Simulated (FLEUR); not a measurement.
## MnCuO2 (Crednerite): which magnetic order is lowest

Aim: find out whether MnCuO2 (Crednerite) carries moments, and which collinear order costs least.

Method: PBEsol with U = 6.9 eV, J = 0.9 eV on Cu d and U = 4.9 eV, J = 0.9 eV on Mn d; all-electron FLAPW, Dirac cores, scalar-relativistic bands, in FLEUR MaX-R8.1.

The database entry behind the starting cell differs from later determinations by our own check (a about 1 % short, old inner coordinates), so it need not match the best structure at ambient conditions.

## Step 1: Set-up

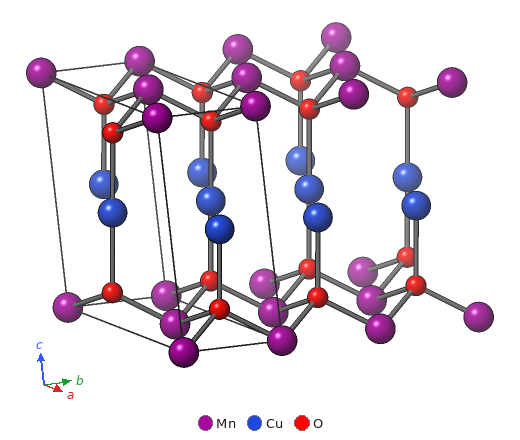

The cell as given, slightly off an axis (manganese purple, copper blue, oxygen red). 1×3×1 cells are drawn. This picture shows the conventional cell, with its axes. Some periodic images of atoms are drawn too.

## Step 2: Start 1: ferro ++

The parallel start comes first: it shows whether parallel moments hold. A Hubbard U acts on the open shell, since semilocal functionals spread its electrons too much.

inpgen writes inp.xml from crystal.txt; cutoffs, mixing, functional, smearing and local orbitals are then set in the file. The k list default-1 (kpts.xml, not shown) is a Γ-centred 8×8×4 mesh; where the ranks do not divide the number of points, some are split in two of half the weight. The seed on Cu dies away in this run, so the pattern is judged on the other seeded atoms.

The input, inp.xml:

```
<?xml version="1.0" encoding="UTF-8" standalone="no"?>
<fleurInput fleurInputVersion="0.39">
   <comment>
      MnCuO2
   </comment>
   <calculationSetup>
      <cutoffs Kmax="4.4" Gmax="13.2" GmaxXC="13.2" numbands="0"/>
      <scfLoop itmax="130" minDistance="0.0001" maxIterBroyd="15" imix="Anderson" alpha="0.05" precondParam="0.0" spinf="2.0" sdNocoIR="T"/>
      <coreElectrons ctail="T" frcor="F" kcrel="0" coretail_lmax="0"/>
      <xcFunctional name="PBEs" relativisticCorrections="F"/>
      <magnetism jspins="2"/>
      <soc l_soc="F" theta="0.0" phi="0.0" spav="F"/>
      <expertModes spex="0" secvar="F"/>
      <geometryOptimization l_f="F" forcealpha="1.0" forcemix="BFGS" epsdisp="0.00001" epsforce="0.00001"/>
      <ldaU l_linMix="F" mixParam="0.05" spinf="1.0"/>
   </calculationSetup>
   <cell>
      <bzIntegration valenceElectrons="38.0" mode="hist" fermiSmearingEnergy="0.00293995">
         <kPointListSelection listName="default-1"/>
         <xi:include xmlns:xi="http://www.w3.org/2001/XInclude" href="kpts.xml"> </xi:include>
      </bzIntegration>
      <xi:include xmlns:xi="http://www.w3.org/2001/XInclude" href="sym.xml"> </xi:include>
      <bulkLattice scale="1.0">
         <bravaisMatrix>
            <row-1>    5.2250927345190004    -2.7249850716731996     0.0000000000000000</row-1>
            <row-2>    5.2250927345190004     2.7249850716731996     0.0000000000000000</row-2>
            <row-3>   -2.8094654196139293     0.0000000000000000    10.7857038621951915</row-3>
         </bravaisMatrix>
      </bulkLattice>
   </cell>
   <atomSpecies>
      <species name="Manganese 4.501" element="Mn" atomicNumber="25">
         <mtSphere radius="2.11" gridPoints="697" logIncrement="0.017"/>
         <atomicCutoffs lmax="8" lnonsphr="6"/>
         <electronConfig flipSpins="F">
            <coreConfig>(1s1/2) (2s1/2) (2p1/2) (2p3/2)</coreConfig>
            <valenceConfig>(3s1/2) (3p1/2) (3p3/2) (4s1/2) (3d3/2) (3d5/2)</valenceConfig>
            <stateOccupation state="(3d3/2)" spinUp="1.7505" spinDown="0.2495"/>
            <stateOccupation state="(3d5/2)" spinUp="3.0" spinDown="0.0"/>
         </electronConfig>
         <energyParameters s="4" p="4" d="3" f="4"/>
         <ldaU l="2" U="4.9" J="0.9" l_amf="F"/>
         <lo type="SCLO" l="0" n="3" eDeriv="0"/>
         <lo type="SCLO" l="1" n="3" eDeriv="0"/>
      </species>
      <species name="Copper (Cu1.000" element="Cu" atomicNumber="29">
         <mtSphere radius="2.57" gridPoints="849" logIncrement="0.015"/>
         <atomicCutoffs lmax="10" lnonsphr="8"/>
         <electronConfig flipSpins="F">
            <coreConfig>(1s1/2) (2s1/2) (2p1/2) (2p3/2) (3s1/2) (3p1/2) (3p3/2)</coreConfig>
            <valenceConfig>(4s1/2) (3d3/2) (3d5/2)</valenceConfig>
            <stateOccupation state="(4s1/2)" spinUp="1.0" spinDown="0.0"/>
         </electronConfig>
         <energyParameters s="4" p="4" d="3" f="4"/>
         <ldaU l="2" U="6.9" J="0.9" l_amf="F"/>
      </species>
      <species name="Oxygen (O)" element="O" atomicNumber="8">
         <mtSphere radius="1.19" gridPoints="395" logIncrement="0.026"/>
         <atomicCutoffs lmax="6" lnonsphr="4"/>
         <electronConfig flipSpins="F">
            <coreConfig>(1s1/2)</coreConfig>
            <valenceConfig>(2s1/2) (2p1/2) (2p3/2)</valenceConfig>
            <stateOccupation state="(2p1/2)" spinUp="0.666667" spinDown="0.666667"/>
            <stateOccupation state="(2p3/2)" spinUp="1.333333" spinDown="1.333333"/>
         </electronConfig>
         <energyParameters s="2" p="2" d="3" f="4"/>
      </species>
   </atomSpecies>
   <atomGroups>
      <atomGroup species="Manganese 4.501">
         <relPos label="                   1">.0000000000 .0000000000 .0000000000</relPos>
         <force calculate="T" relaxXYZ="TTT"/>
      </atomGroup>
      <atomGroup species="Copper (Cu1.000">
         <relPos label="                   2">1.000/2.000 1.000/2.000 1.000/2.000</relPos>
         <force calculate="T" relaxXYZ="TTT"/>
      </atomGroup>
      <atomGroup species="Oxygen (O)">
         <relPos label="                   3">.4160000000 .4160000000 .1430000000</relPos>
         <relPos label="                   4">-.4160000000 -.4160000000 -.1430000000</relPos>
         <force calculate="T" relaxXYZ="TTT"/>
      </atomGroup>
   </atomGroups>
   <output dos="F" band="F" slice="F">
      <bandDOS minEnergy="-.5*Htr" maxEnergy="0.5*Htr" sigma="0.015" storeEVData="T"/>
      <plotting iplot="0" polar="F">
         <plot TwoD="T" vec1="  1.0  0.0  0.0" vec2="  0.0  1.0  0.0" vec3="  0.0  0.0  1.0" zero="  0.0  0.0  0.0" file="plot"/>
      </plotting>
      <moessbauerParams electricFieldGradient="F" isomerShift="F" coreHyperfine="F" valenceHyperfine="F"/>
   </output>
</fleurInput>
```

The input, crystal.txt:

```
MnCuO2
&input film=F cartesian=F /
2.76500000000  -1.44200000000  0.00000000000
2.76500000000  1.44200000000  0.00000000000
-1.48670507490  0.00000000000  5.70754868750
1.8897261246
1.0 1.0 1.0

4
25 0.00000000000  0.00000000000  0.00000000000 : 4.501
29 0.50000000000  0.50000000000  0.50000000000 : 1.000
8 0.41600000000  0.41600000000  0.14300000000
8 0.58400000000  0.58400000000  0.85700000000

&kpt div1=8 div2=8 div3=4 gamma=T /
```

The run is started by

```bash
> OMP_NUM_THREADS=1 inpgen -f crystal.txt > inpgen.log  # inp.xml is then edited as shown
> OMP_NUM_THREADS=1 mpirun -n 4 fleur_MPI > fleur.log
```

The log of the run:

```text
Welcome to FLEUR        (www.flapw.de)
      MaX-Release 8.1          (www.max-centre.eu)

 ========== k-point set info ==========
 Selected k-point list: default-1
 k-point list type: mesh
 0 x 0 x 0
 Number of k points: 80

 ------------Calculation Setup---------------------------
 Number of MPI-tasks      :            4
 Number of PE/node        :            4
 Number of OMP-threads    :            1
 k-points in parallel     :            4
 pe's per k-point         :            1
 No of k-point loops      :           20
 Eigenvalue solver        :       lapack
 Number of basis functions:          478
 Approximate size of matrices (H+S) per k-point:         0.003 GB
 --------------------------------------------------------
 no density matrix found ... skipping LDA+U
 Reset of history
 Iteration:     1   Distance:     110.97403053 me/bohr^3
 Iteration:     2   Distance:      32.56615289 me/bohr^3
 Iteration:     3   Distance:      25.76171526 me/bohr^3
 Iteration:     4   Distance:      18.36174608 me/bohr^3
 Iteration:     5   Distance:      34.00300995 me/bohr^3
 Iteration:     6   Distance:      10.11275000 me/bohr^3
 Iteration:     7   Distance:       8.44735202 me/bohr^3
 Iteration:     8   Distance:       3.81506704 me/bohr^3
 Iteration:     9   Distance:       3.36763581 me/bohr^3
 Iteration:    10   Distance:       2.44388972 me/bohr^3
 Iteration:    11   Distance:       2.21686632 me/bohr^3
 Iteration:    12   Distance:       1.67299502 me/bohr^3
 Iteration:    13   Distance:       1.20547904 me/bohr^3
 Iteration:    14   Distance:       0.73491244 me/bohr^3
 Iteration:    15   Distance:       0.40888636 me/bohr^3
 Iteration:    16   Distance:       0.09098791 me/bohr^3
 Iteration:    17   Distance:       0.08821401 me/bohr^3
 Iteration:    18   Distance:       0.06521310 me/bohr^3
 Iteration:    19   Distance:       0.02358483 me/bohr^3
 Iteration:    20   Distance:       0.01239671 me/bohr^3
 Iteration:    21   Distance:       0.00820983 me/bohr^3
 Iteration:    22   Distance:       0.00520948 me/bohr^3
 Iteration:    23   Distance:       0.00163649 me/bohr^3
 Iteration:    24   Distance:       0.00078241 me/bohr^3
 Iteration:    25   Distance:       0.00084296 me/bohr^3
 Iteration:    26   Distance:       0.00024046 me/bohr^3
 Iteration:    27   Distance:       0.00008350 me/bohr^3

 ********************************************************************
 Run finished successfully
 Stop message:
   all done
 ********************************************************************

--- out.xml (last complete iteration) ---
<iteration numberForCurrentRun="   27" overallNumber="   27">
         [... left out ...]
         <bandgap value="0.0116721046" units="eV"/>
         <sumValenceSingleParticleEnergies value="-11.7826678213" units="Htr"/>
         <FermiEnergy value="0.3193229822" units="Htr"/>
         <valenceDensity>
            <mtCharges spin="1">
               <mtCharge atomType="1" total="8.5003770" s="1.1474322" p="3.1728509" d="4.1101709" f="0.0520159"/>
               <mtCharge atomType="2" total="5.2638223" s="0.2384603" p="0.1670509" d="4.8116660" f="0.0292229"/>
               <mtCharge atomType="3" total="1.8456581" s="0.5731452" p="1.2690618" d="0.0030298" f="0.0003529"/>
            </mtCharges>
            <mtCharges spin="2">
               <mtCharge atomType="1" total="4.9134224" s="1.1077728" p="3.1478544" d="0.5887754" f="0.0504972"/>
               <mtCharge atomType="2" total="5.2161005" s="0.2156963" p="0.1530398" d="4.8036277" f="0.0273570"/>
               <mtCharge atomType="3" total="1.7994902" s="0.5671282" p="1.2307355" d="0.0014561" f="0.0001404"/>
            </mtCharges>
            <spinDependentCharge spin="1" total="20.9898275" interstitial="3.5343119" mtSpheres="17.4555156"/>
            <spinDependentCharge spin="2" total="17.0101725" interstitial="3.2816692" mtSpheres="13.7285033"/>
            <totalCharge value="38.0000000000"/>
         </valenceDensity>
         [... left out ...]
         <allElectronCharges>
            <spinDependentCharge spin="1" total="36.9898274" interstitial="3.5350536" mtSpheres="33.4547738"/>
            <spinDependentCharge spin="2" total="33.0101725" interstitial="3.2824081" mtSpheres="29.7277644"/>
            <totalCharge value="69.9999999814"/>
         </allElectronCharges>
         <magneticMomentsInMTSpheres units="muBohr">
            <globalMagMoment atomType="1" vec="0.00000   0.00000   3.58695"/>
            <localMagMoment atomType="1" vec="0.00000   0.00000   3.58695"/>
            <globalMagMoment atomType="2" vec="0.00000   0.00000   0.04772"/>
            <localMagMoment atomType="2" vec="0.00000   0.00000   0.04772"/>
            <globalMagMoment atomType="3" vec="0.00000   0.00000   0.04617"/>
            <localMagMoment atomType="3" vec="0.00000   0.00000   0.04617"/>
         </magneticMomentsInMTSpheres>
         <moessbauerParams unitsHFF="kG" unitsIS="e/bohr^3" unitsEFG="Htr/bohr^2">
         </moessbauerParams>
         <totalEnergy value="    -2961.0312072672" units="Htr">
            <sumOfEigenvalues value="    -1690.7844812047">
               <coreElectrons value="-1679.0018133833"/>
               <valenceElectrons value="-11.7826678213"/>
            </sumOfEigenvalues>
            <densityCoulombPotentialIntegral value="-4517.8830346608"/>
            <densityEffectivePotentialIntegral value="-4693.5038495275"/>
            <chargeDenXCDenIntegral value="-134.1610751960"/>
            <FockExchangeEnergyValence value="0.0000000000"/>
            <FockExchangeEnergyCore value="0.0000000000"/>
            <atomTypeDependentContributions atomType="1">
               <electronNucleiInteractionDifferentMTs value="1378.2429169915"/>
               <MadelungTerm value="-11.4129699485"/>
            </atomTypeDependentContributions>
            <atomTypeDependentContributions atomType="2">
               <electronNucleiInteractionDifferentMTs value="1992.0919572635"/>
               <MadelungTerm value="-8.2704707736"/>
            </atomTypeDependentContributions>
            <atomTypeDependentContributions atomType="3">
               <electronNucleiInteractionDifferentMTs value="166.8780315498"/>
               <MadelungTerm value="-15.0482732439"/>
            </atomTypeDependentContributions>
            <dftUCorrection value="-1.2966367073"/>
            <tkbTimesEntropy value="0.0001258412"/>
            <freeEnergy value="-2961.0313331084"/>
            <extrapolationTo0K value="-2961.0312701878"/>
         </totalEnergy>
         <ldaUDensityMatrix>
            <densityMatrixFor spin="1" atomType="1" uIndex="1" l="2" U="4.90000000" J="0.90000000">
               (+0.83292,+0.00000) (+0.12121,+0.00000) (-0.00300,+0.00000) (+0.12635,+0.00000) (+0.09444,+0.00000)
               (+0.12121,+0.00000) (+0.76117,+0.00000) (-0.00717,+0.00000) (-0.16312,+0.00000) (-0.12635,+0.00000)
               (-0.00300,+0.00000) (-0.00717,+0.00000) (+0.92201,+0.00000) (+0.00717,+0.00000) (-0.00300,+0.00000)
               (+0.12635,+0.00000) (-0.16312,+0.00000) (+0.00717,+0.00000) (+0.76117,+0.00000) (-0.12121,+0.00000)
               (+0.09444,+0.00000) (-0.12635,+0.00000) (-0.00300,+0.00000) (-0.12121,+0.00000) (+0.83292,+0.00000)
            </densityMatrixFor>
            <densityMatrixFor spin="1" atomType="2" uIndex="2" l="2" U="6.90000000" J="0.90000000">
               (+0.96241,+0.00000) (-0.00074,+0.00000) (-0.00179,+0.00000) (-0.00019,+0.00000) (-0.00055,+0.00000)
               (-0.00074,+0.00000) (+0.97829,+0.00000) (+0.00299,+0.00000) (-0.00154,+0.00000) (+0.00019,+0.00000)
               (-0.00179,+0.00000) (+0.00299,+0.00000) (+0.93025,+0.00000) (-0.00299,+0.00000) (-0.00179,+0.00000)
               (-0.00019,+0.00000) (-0.00154,+0.00000) (-0.00299,+0.00000) (+0.97829,+0.00000) (+0.00074,+0.00000)
               (-0.00055,+0.00000) (+0.00019,+0.00000) (-0.00179,+0.00000) (+0.00074,+0.00000) (+0.96241,+0.00000)
            </densityMatrixFor>
            <densityMatrixFor spin="2" atomType="1" uIndex="1" l="2" U="4.90000000" J="0.90000000">
               (+0.12616,+0.00000) (-0.04331,+0.00000) (+0.00964,+0.00000) (-0.07487,+0.00000) (-0.02352,+0.00000)
               (-0.04331,+0.00000) (+0.14286,+0.00000) (+0.00094,+0.00000) (+0.06931,+0.00000) (+0.07487,+0.00000)
               (+0.00964,+0.00000) (+0.00094,+0.00000) (+0.05074,+0.00000) (-0.00094,+0.00000) (+0.00964,+0.00000)
               (-0.07487,+0.00000) (+0.06931,+0.00000) (-0.00094,+0.00000) (+0.14286,+0.00000) (+0.04331,+0.00000)
               (-0.02352,+0.00000) (+0.07487,+0.00000) (+0.00964,+0.00000) (+0.04331,+0.00000) (+0.12616,+0.00000)
            </densityMatrixFor>
            <densityMatrixFor spin="2" atomType="2" uIndex="2" l="2" U="6.90000000" J="0.90000000">
               (+0.96201,+0.00000) (+0.00002,+0.00000) (-0.00086,+0.00000) (+0.00032,+0.00000) (-0.00053,+0.00000)
               (+0.00002,+0.00000) (+0.97766,+0.00000) (+0.00026,+0.00000) (-0.00111,+0.00000) (-0.00032,+0.00000)
               (-0.00086,+0.00000) (+0.00026,+0.00000) (+0.92429,+0.00000) (-0.00026,+0.00000) (-0.00086,+0.00000)
               (+0.00032,+0.00000) (-0.00111,+0.00000) (-0.00026,+0.00000) (+0.97766,+0.00000) (-0.00002,+0.00000)
               (-0.00053,+0.00000) (-0.00032,+0.00000) (-0.00086,+0.00000) (-0.00002,+0.00000) (+0.96201,+0.00000)
            </densityMatrixFor>
         </ldaUDensityMatrix>
         <ldaUDensityMatrixConvergence>
            <distance spin="1" distance="0.000003"/>
            <distance spin="2" distance="0.000003"/>
         </ldaUDensityMatrixConvergence>
         <densityConvergence units="me/bohr^3">
            <chargeDensity spin="1" distance="0.0000400937"/>
            <chargeDensity spin="2" distance="0.0000593478"/>
            <overallChargeDensity distance="0.0000573317"/>
            <spinDensity distance="0.0000835009"/>
         </densityConvergence>
      </iteration>
```

Elapsed: 83 s, on 4 MPI ranks of Intel Xeon Platinum 8375C at 2.90GHz (Ice Lake), shared host; peak memory 0.4 GiB.

Spin moment in the muffin-tin sphere by atom:

```
atom  spin moment in the muffin-tin sphere (μB)
 Mn1                                       3.59
 Cu2                                       0.05
  O3                                       0.05
  O4                                       0.05
```

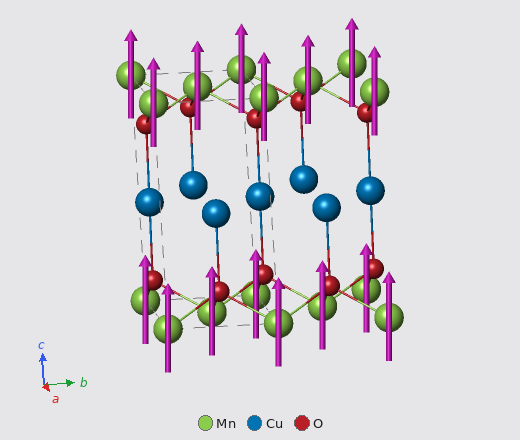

Spin moment in the muffin-tin sphere as arrows, the longest 3.59 μB. Up and down stand for the sign. Arrows give size and sign along the axis of quantisation, drawn up and down the page. 1×2×1 conventional cells are drawn. Some periodic images of atoms are drawn too.

Read from the output:

```
free energy                                                       : -80573.7673 eV
program's band gap on this mesh (in a metal only a level spacing) : 0.01167 eV
magnetization                                                     : 3.980 μB
final state                                                       : ferromagnetic
```

After 27 cycles the largest moment stands at 3.59 μB.

(Continued in part 2 of 3.)

[Logs and program files are shortened in this print: banners, set-up blocks, solver, clock and traceback lines can be left out without a mark of their own.]

[Logs are printed without paths, hosts, clocks, repeated set-up lines and the standing remarks that a program may print on its own settings, such as how far it seeks lower states.]

[Hosts, paths, dates, database ids (printed as entryN), source tags and the programs' standing remarks are cut or masked in the printed files.]

[Where a cell is said to come from a database of computed structures, the database is the Materials Project.]
